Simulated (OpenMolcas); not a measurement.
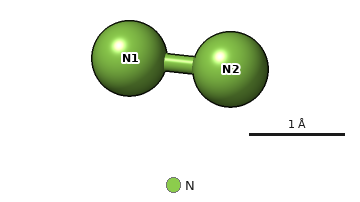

The structure as given in the input (ball-and-stick view, seen at a tilt; atoms are numbered from 1 in the order of the input). Bond lengths as drawn: N–N 1.09 Å.

## N2: geometry relaxation (part 1 of 4)

The run: geometry relaxation of N2, SMILES N#N. Method and program: B3LYP/6-31G*, RKS (OpenMolcas 26.06).

The geometry comes from this level: PBE0-D4/def2-TZVP.

Log
```
--- Start Module: gateway ---

                                              &GATEWAY

                       available to each process: 1.9 GB of memory, 1 thread

 Basis Set     1 Label: N.6-31GS
 Basis set is read from library:.
 basistype.tbl is not found

++    Symmetry information:
      ---------------------

                    Character Table for C1

                             E
                    a        1  x, y, xy, Rz, z, xz, Ry, yz, Rx, I
--

++    Basis set information:
      ----------------------

      Basis set label: N.6-31GS.........

      Electronic valence basis set:
      ------------------
      Associated Effective Charge   7.000000 au
      Associated Actual Charge      7.000000 au
      Nuclear Model: Point charge

      Shell  nPrim  nBasis  Cartesian Spherical Contaminant
         s      10       3        X
         p       4       2        X
         d       1       1        X
--

++    Molecular structure info:
      -------------------------

                    ************************************************
                    **** Cartesian Coordinates / bohr, angstrom ****
                    ************************************************

     Center  Label                x              y              z                     x              y              z
        1      N1               0.879668      -0.284026       0.453156              0.465500      -0.150300       0.239800
        2      N2              -0.879668       0.284026      -0.453156             -0.465500       0.150300      -0.239800
--

            Nuclear Potential Energy             23.79834183 au

--- Stop Module: gateway /rc=_RC_ALL_IS_WELL_ ---

>>> EXPORT MOLCAS_MAXITER = 50

--- Start Module: seward ---

                                              &SEWARD

                       available to each process: 1.9 GB of memory, 1 thread

               SEWARD will generate:
                  Multipole Moment integrals up to order  2
                  Kinetic Energy integrals
                  Nuclear Attraction integrals (point charge)
                  One-Electron Hamiltonian integrals
                  Velocity integrals
                  Orbital angular momentum around (  0.0000   0.0000   0.0000 )
                  Velocity quadrupole around (  0.0000   0.0000   0.0000 )
                  Two-Electron Repulsion integrals

                   Integrals are discarded if absolute value <: 1.00E-14
                   Integral cutoff threshold is set to       <: 1.00E-16

            Nuclear Potential Energy             23.79834183 au

      Basis set specifications :
      Symmetry species         a
      Basis functions           30

--- Stop Module: seward /rc=_RC_ALL_IS_WELL_ ---

--- Start Module: scf ---

                                                &SCF

                       available to each process: 1.9 GB of memory, 1 thread

 ###############################################################################
 ###     Minimized-density-differences option turned off!                    ###
 ###############################################################################
++    Input section:
      --------------

      Header of the integral files:

      Cartesian coordinates in angstrom:
      -----------------------------------------------------
      No.  Label        X            Y            Z
      -----------------------------------------------------
       1   N1         0.46550000  -0.15030000   0.23980000
       2   N2        -0.46550000   0.15030000  -0.23980000
      -----------------------------------------------------
      Nuclear repulsion energy =   23.79834183
--

++    Orbital specifications:
      -----------------------

      Symmetry species               1
                                     a
      Frozen orbitals                0
      Occupied orbitals              7
      Secondary orbitals            23
      Deleted orbitals               0
      Total number of orbitals      30
      Number of basis functions     30
--

      Molecular charge                           0.000

      Numerical integration parameters
      --------------------------------
      Radial quadrature type:                         MHL
      Size of radial grid:                            75
      Lebedev angular grid:                           29
      Angular grid pruned with the crowding factor:  3.00E+00
                                 and fading factor:  6.00E+00
      Screening threshold for integral computation:   1.00E-11
      Radial quadrature accuracy:                     1.00E-25
      Maximum batch size:                             128
      AO values are stored on disk
      The same grid will be used for all iterations.

      DFT functional specifications
      -----------------------------
      Using Libxc version: 6.2.2
      Please cite the following reference:
      S. Lehtola, C. Steigemann, M. J.T. Oliveira, and M. A.L. Marques.,  SoftwareX 7, 1–5 (2018) doi:10.1016/j.softx.2017.11.002

      * B3LYP

++    Optimization specifications:
      ----------------------------

      SCF Algorithm: Conventional
      D(i)-D(i-1) density differences are used
      Number of density matrices in core                 5
      Maximum number of NDDO SCF iterations            400
      Maximum number of HF SCF iterations              400
      Threshold for SCF energy change             1.00E-09
      Threshold for density matrix                1.00E-04
      Threshold for Fock matrix                   1.50E-04
      Threshold for linear dependence             1.00E-09
      Threshold at which DIIS is turned on        1.50E-01
      Maximum depth in the DIIS procedure                5
      Maximum depth in the BFGS Hessian update          30
      Threshold at which QNR/C2DIIS is turned on  7.50E-02
      Threshold for Norm(delta) (QNR/C2DIIS)      1.00E-03
      All orbitals punched on: SCFORB
--

      Input vectors read from INPORB
      Orbital file label: *Guess orbitals

++ Convergence information
                                   B3LYP      iterations: Energy and convergence statistics

Iter     Tot. B3LYP      One-elec.       Two-elec.     Energy      Max Dij or  Max Fij      DNorm      TNorm      AccCon     Time
         Energy          Energy          Energy        Change      Delta Norm                                                in Sec.
   1  -109.288940708  -203.956118962    70.868836428   0.00E+00    3.16E-01*   1.63E-01*    4.43E+00   8.92E+01   None         0.
   2  -109.485748203  -207.165926611    73.881836582  -1.97E-01*   1.38E-01*   6.86E-02*    1.96E+00   9.14E+01   EDIIS        0.
   3  -109.510706615  -204.983094473    71.674046033  -2.50E-02*   1.34E-02*   3.09E-02*    7.70E-01   9.00E+01   c2DIIS       0.
   4  -109.523279864  -205.971453709    72.649832020  -1.26E-02*   7.87E-03*   4.27E-03*    7.20E-02   9.06E+01   QNRc2DIIS    0.
   5  -109.523343337  -205.845538900    72.523853737  -6.35E-05*   2.94E-03*   2.43E-03*    3.82E-02   9.05E+01   QNRc2DIIS    0.
   6  -109.523375067  -205.895001436    72.573284544  -3.17E-05*   1.70E-04    1.73E-04*    1.48E-02   9.05E+01   QNRc2DIIS    0.
   7  -109.523375190  -205.894016981    72.572299966  -1.23E-07*   2.68E-06    2.13E-06     9.14E-04   9.05E+01   QNRc2DIIS    0.
   8  -109.523375190  -205.894005985    72.572288969  -2.02E-11    6.45E-08    4.19E-08     2.31E-05   9.05E+01   QNRc2DIIS    0.

       Convergence after   8 Iterations
--

 *****************************************************************************************************************************
 *                                             SCF/KS-DFT Program, Final results                                             *
 *                                                       Final Results                                                       *
 *****************************************************************************************************************************

::    Total KS-DFT energy                            -109.5233751900
      One-electron energy                            -205.8940059846
      Two-electron energy                              72.5722889691
      Nuclear repulsion energy                         23.7983418255
      Kinetic energy (interpolated)                   108.5684594456
      Virial theorem                                    1.0087955171
      Total spin, S(S+1)                                0.0000000000
      Total spin, S                                     0.0000000000
      Max non-diagonal density matrix element           0.0000000640
      Max non-diagonal Fock matrix element              0.0000000116

      No orbitals printed

++    Molecular charges:
      ------------------

      Mulliken charges per centre
      ---------------------------

                N1      N2
      Total    7.0000  7.0000

      N-E     -0.0000  0.0000

      Total electronic charge=   14.000000

      Total            charge=   -0.000000
--

++    Molecular properties:
      ---------------------

      Charge (e):
                      =   -0.0000
      Dipole Moment (debye):
      Origin of the operator (angstrom)=    0.0000    0.0000    0.0000
                   X=  7.1525E-14               Y= -2.3418E-14               Z=  3.3621E-14           Total=  8.2430E-14
      Quadrupole Moment (debye*angstrom):
      Origin of the operator (angstrom)=    0.0000    0.0000    0.0000
                  XX= -1.1163E+01              XY=  3.7511E-01              XZ= -5.9848E-01              YY= -1.0122E+01
                  YZ=  1.9324E-01              ZZ= -1.0309E+01
      In traceless form (debye*angstrom)
                  XX= -9.4705E-01              XY=  5.6266E-01              XZ= -8.9771E-01              YY=  6.1392E-01
                  YZ=  2.8985E-01              ZZ=  3.3314E-01
--

--- Stop Module: scf /rc=_RC_ALL_IS_WELL_ ---

--- Start Module: slapaf ---

                                              &SLAPAF

                       available to each process: 1.9 GB of memory, 1 thread

--- Stop Module: slapaf /rc=_RC_INVOKED_OTHER_MODULE_ ---

--- Start Module: alaska ---

                                              &ALASKA

                       available to each process: 1.9 GB of memory, 1 thread

                     Threshold for contributions to the gradient: 1.000E-07

                    ********************************************
                    * Symmetry Adapted Cartesian Displacements *
                    ********************************************

           Irreducible representation : a
           Basis function(s) of irrep: x, y, xy, Rz, z, xz, Ry, yz, Rx, I

 Basis Label        Type   Center Phase
   1   N1           x         1     1
   2   N1           y         1     1
   3   N1           z         1     1
   4   N2           x         2     1
   5   N2           y         2     1
   6   N2           z         2     1

                     No automatic utilization of translational and rotational invariance of the energy is employed.

 Rotational correction to the DFT gradient is turned off due to close-to-degeneracy problems!

 DFT contribution computed for a moving grid.

 Conventional ERI gradients!

 **************************************************
 *              Molecular gradients               *
 **************************************************

  Irreducible representation: a
 ------------------------------------------------------------------------------------------
                              X                       Y                       Z
 ------------------------------------------------------------------------------------------
  N1               -4.35959070161029E-02    1.40761867070047E-02   -2.24582135476625E-02
  N2                4.35959070160994E-02   -1.40761867070047E-02    2.24582135476554E-02
 ------------------------------------------------------------------------------------------

--- Stop Module: alaska /rc=_RC_ALL_IS_WELL_ ---

--- Start Module: slapaf ---

                                              &SLAPAF

                       available to each process: 1.9 GB of memory, 1 thread

++       Slapaf input parameters:
         ------------------------

 Maximum number of iterations:                50
 Convergence test a la Schlegel.
 Convergence criterion on gradient/para.<=: 3.0E-04
 Convergence criterion on step/parameter<=: 3.0E-04
 Convergence criterion on energy change <=: 0.0E+00
 Parameters for step-restricted optimization
 Maximum step length (initial seed):       3.00E-01

 -RFO activated with parameters:
   Maximum number of data points used in RFO:      5
 Line search is performed

 -Optimization for minimum.
  Optimization method: RS-RFO.

 -Initial Hessian guessed by Hessian Model Function (HMF).
  HMF augmented with weak interactions.

 -Hessian update method: Broyden-Fletcher-Goldfarb-Shanno
  Maximum number of points in Hessian update:  5

 -Relaxation will be done on non-redundant internal coordinates, based on
  force constant weighted redundant internal coordinates.

--

 ******************************************
 * Statistics of the internal coordinates *
 ******************************************
 Translations and Rotations:         0
 Bonds                     :         1
 Angles                    :         0
 Torsions                  :         0
 Out-of-plane angles       :         0

**********************************************************************************************************************
*                                    Energy Statistics for Geometry Optimization                                     *
**********************************************************************************************************************
                       Energy     Grad      Grad              Step                 Estimated   Geom       Hessian
Iter      Energy       Change     Norm      Max    Element    Max     Element     Final Energy Update Update   Index
  1   -109.52337519  0.00000000 0.072154  0.051021 nrc001   0.036968  nrc001     -109.52431826 RS-RFO  None      0
```
